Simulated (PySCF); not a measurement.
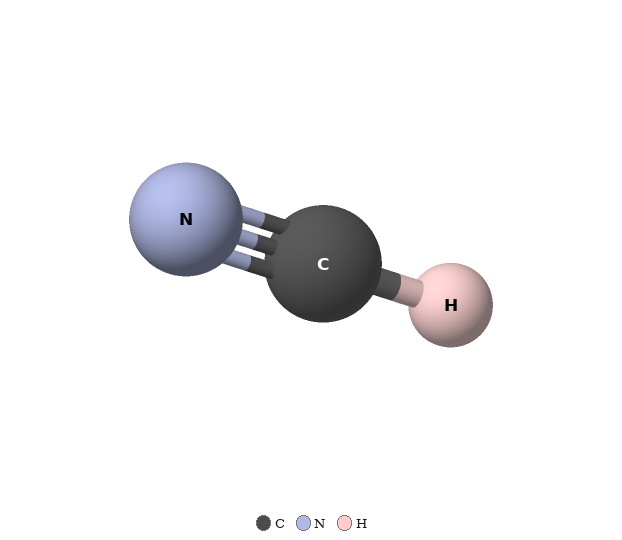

Ball-and-stick drawing of a structure. Multiple sticks mark multiple bonds (one Kekulé form).

The geometry was computed by an optimisation with GFN2-xTB. No frequency run is at hand to confirm it as a minimum.

Description:

The molecule is CHN. Its SMILES string is `C#N`. Among its groups: nitrile. The point group is C∞v. All atoms lie on one line. Coordination: 1 C linear.

More results for the same structure follow; atom numbers are the same in all pictures, views and colours differ.

### NMR shielding

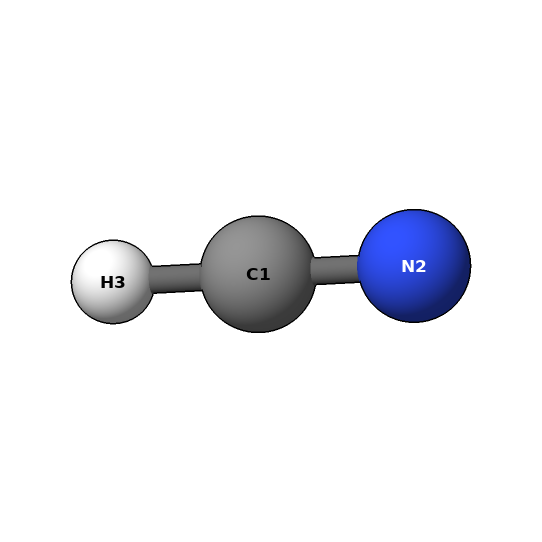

No frequency run is at hand to confirm it as a minimum. Method: GIAO PBE0/pcSseg-1 NMR shielding, non-relativistic, gas phase (PySCF 2.14.0). Principal shieldings σ11 ≤ σ22 ≤ σ33, span Ω = σ33 − σ11, skew κ = 3(σiso − σ22)/Ω.

Give the shielding tensors of the C atoms.

| atom | σ11 | σ22 | σ33 | σiso | Ω | κ |
| --- | --- | --- | --- | --- | --- | --- |
| C1 | −27.0 | −27.0 | 279.4 | 75.1 | 306.5 | 1.00 |

Shieldings and span in ppm.

### Electronic properties

No frequency run is at hand to confirm it as a minimum. Method: B3LYP/pcJ-1, gas phase (PySCF 2.14.0).

Predict the main results.

- dipole moment: 3.01 D
- HOMO energy (Kohn–Sham orbital): −10.22 eV
- LUMO energy (Kohn–Sham orbital): 0.26 eV
- HOMO–LUMO gap: 10.48 eV

### Bond orders

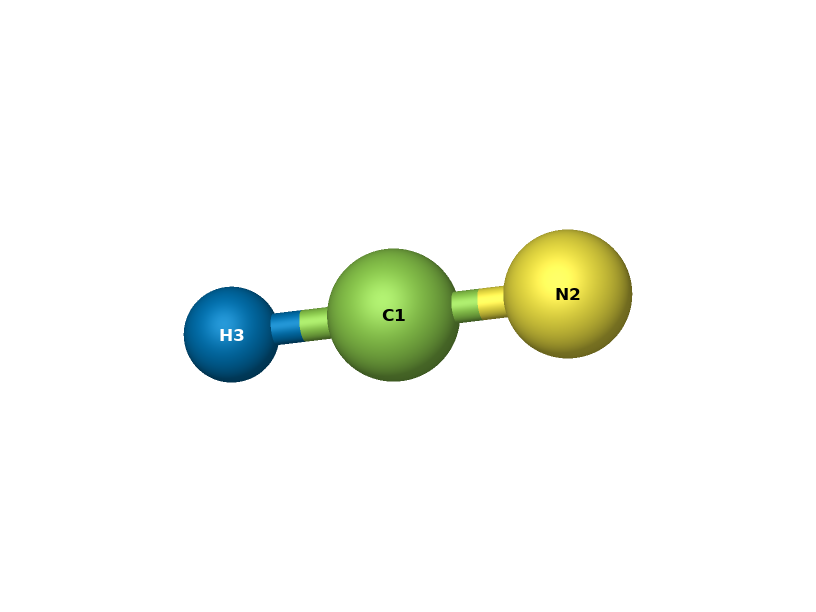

Every bond is drawn as one stick. No frequency run is at hand to confirm it as a minimum. Level of theory: PBE0/pcSseg-1 (PySCF 2.14.0).

List the Mayer bond orders of C1–N2, C1–H3.

```
 bond  Mayer order  length (Å)
C1–N2         2.98       1.138
C1–H3         0.96       1.058
```
